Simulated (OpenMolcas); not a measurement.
# Rh⁵⁺ among point charges: CASSCF and CASPT2 levels and susceptibility

How does a field of 2 point charges split the states of Rh⁵⁺, and what χT follows?

Program: OpenMolcas 26.06. Level of theory: state-averaged CASSCF and CASPT2, spin-orbit coupling by RASSI with atomic mean-field integrals. These are calculated values, not measurements, unless marked.

### 1 What is computed

- Species: Rh⁵⁺ (rhodium, Z = 45, 40 electrons)
- Basis: ANO-RCC-VDZP [6s5p3d1f], 43 functions
- Scalar Hamiltonian: DKH2, point nucleus
- Inactive shells: 1s 2s 2p 3s 3p 3d 4s 4p
- Active space: 4 electrons in 5 orbitals (4d)
- Some configurations of this space: 4d4
- Orbitals: optimised for each spin and parity, averaged over all roots

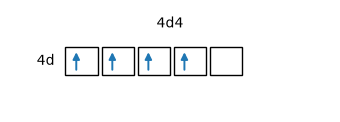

Occupation of the outer shells (arrows by Hund's rule).

The ion sits among 2 point charges of -2 e arranged as a linear pair (D∞h), 2.24 Å from the ion.

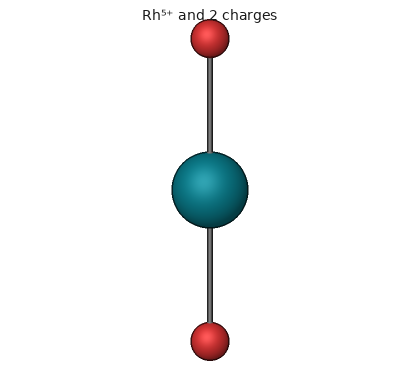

The ion and the point charges (red).

Each step is its own input file, run in one work folder so that later steps find the files of earlier ones. Labels, J, g values, rates, χT and fits are worked out afterwards by a script from the matrices that RASSI stores. The input lists half of the charges; inversion (Group=XYZ) makes the rest.

### 2 GATEWAY and SEWARD: basis and integrals

File a.inp:

```
&GATEWAY
Coord
1

Rh 0.0 0.0 0.0
Basis=ANO-RCC-VDZP
Group=XYZ
NoMove
AngMom=0.0 0.0 0.0
AMFI
XField
1 Angstrom 0
0.000000 0.000000 2.240000 -2.000000
&SEWARD
```

Command:

```
> OMP_NUM_THREADS=1 MOLCAS_MEM=1689 MOLCAS_PROJECT=a pymolcas a.inp > a.log
```

### 3 CASSCF: quintets of even parity, 5 roots

File a.inp:

```
&RASSCF
FileOrb=start.orb
Symmetry=1
Spin=5
nActEl=4 0 0
Inactive=9 9
Ras2=5 0
CIRoot=5 5 1
SDav=5
CIMx=300
Iter=120 100
PrWF=0.3
OrbListing=Nothing
MaxOrb=0
>>> COPY $Project.JobIph JOB001
```

start.orb holds the contracted functions of the basis, ordered by shell, or the orbitals of the step before.

### 4 CASSCF: triplets of even parity, 45 roots

File a.inp:

```
&RASSCF
FileOrb=start.orb
Symmetry=1
Spin=3
nActEl=4 0 0
Inactive=9 9
Ras2=5 0
CIRoot=45 45 1
SDav=45
CIMx=300
Iter=120 100
PrWF=0.3
OrbListing=Nothing
MaxOrb=0
>>> COPY $Project.JobIph JOB002
```

### 5 CASSCF: singlets of even parity, 50 roots

File a.inp:

```
&RASSCF
FileOrb=start.orb
Symmetry=1
Spin=1
nActEl=4 0 0
Inactive=9 9
Ras2=5 0
CIRoot=50 50 1
SDav=50
CIMx=300
Iter=120 100
PrWF=0.3
OrbListing=Nothing
MaxOrb=0
>>> COPY $Project.JobIph JOB003
```

### 6 State interaction with spin-orbit coupling

File a.inp:

```
&RASSI
NrOfJobIphs=3 5 45 50
1 2 3 4 5
1 2 3 4 5 6 7 8 9 10 11 12 13 14 15 16 17 18 19 20 21 22 23 24 25 26 27
28 29 30 31 32 33 34 35 36 37 38 39 40 41 42 43 44 45
1 2 3 4 5 6 7 8 9 10 11 12 13 14 15 16 17 18 19 20 21 22 23 24 25 26 27
28 29 30 31 32 33 34 35 36 37 38 39 40 41 42 43 44 45 46 47 48 49 50
IphNames
JOB001
JOB002
JOB003
EJob
SpinOrbit
DIPRint=1.0
SOCoupling=1000.0
Subsets=2
Property=9
'ANGMOM' 1 'ANGMOM' 2 'ANGMOM' 3 'MLTPL  1' 1 'MLTPL  1' 2 'MLTPL  1' 3
'AMFI' 1 'AMFI' 2 'AMFI' 3
SOProperty=3
'ANGMOM' 1 'ANGMOM' 2 'ANGMOM' 3
```

### 7 CASPT2: IPEA 0.25, imaginary shift 0.1 (closed shells correlated: 4s 4p)

File a.inp:

```
>>> COPY JOB001 $Project.JobIph
&CASPT2
Multistate=5 1 2 3 4 5
NoMult
Frozen=8 6
IPEA=0.25
Imaginary=0.1
MaxIter=60
WThr=0.0 0.3 0.05
PrWF=0.5
NoMix
>>> COPY JOB002 $Project.JobIph
&CASPT2
Multistate=45 1 2 3 4 5 6 7 8 9 10 11 12 13 14 15 16 17 18 19 20 21 22
23 24 25 26 27 28 29 30 31 32 33 34 35 36 37 38 39 40 41 42 43 44 45
NoMult
Frozen=8 6
IPEA=0.25
Imaginary=0.1
MaxIter=60
WThr=0.0 0.3 0.05
PrWF=0.5
NoMix
>>> COPY JOB003 $Project.JobIph
&CASPT2
Multistate=50 1 2 3 4 5 6 7 8 9 10 11 12 13 14 15 16 17 18 19 20 21 22
23 24 25 26 27 28 29 30 31 32 33 34 35 36 37 38 39 40 41 42 43 44 45 46
47 48 49 50
NoMult
Frozen=8 6
IPEA=0.25
Imaginary=0.1
MaxIter=60
WThr=0.0 0.3 0.05
PrWF=0.5
NoMix
```

(Steps that only read results are left out.)

**Question.** What will these runs give? Wanted: spin-free ground state; first state of the same spin within the active space; lowest level; next level.

The runs gave:

```
                                            quantity                                                                        value
                                              method  SS-CASPT2, IPEA 0.25, imaginary shift 0.1 (closed shells correlated: 4s 4p)
                              spin-free ground state                                           5Sigma, 1-fold in its orbital part
first state of the same spin within the active space                                                             5Pi at 4000 cm⁻¹
                                        lowest level                                                                       1-fold
                                          next level                                                                   222.3 cm⁻¹
                                         χT at 300 K                                                               1.49 cm³ K/mol
                           effective moment at 300 K                                                                      3.45 μB
```

Cost by method:

| method | time of its own steps | time with the reference |
| --- | --- | --- |
| A. CASSCF | 34 s | 34 s |
| B. SS-CASPT2, IPEA 0.25, imaginary shift 0.1, +4s 4p | 9.2 s | 43 s |

Times are of one thread on a shared host.

What this shows: The spin-free ground state (5Sigma) comes to 100 % from free-ion D terms and keeps the highest spin of the shell. χT at 300 K is 1.49, against 3.01 cm³ K/mol for the spin alone, so spin-orbit coupling lowers it. An active space of the d shell alone favours high spin; real ions in strong fields can be low spin. CASPT2 does not keep the components of a term degenerate, and the means are used. The field of point charges can differ much from that of real complexes. With metal d orbitals alone active, the gaps between spin states are rough; where two lie within a few thousand cm-1, their order is open. Point charges carry no covalency, so the field is a model and not that of real ligands.
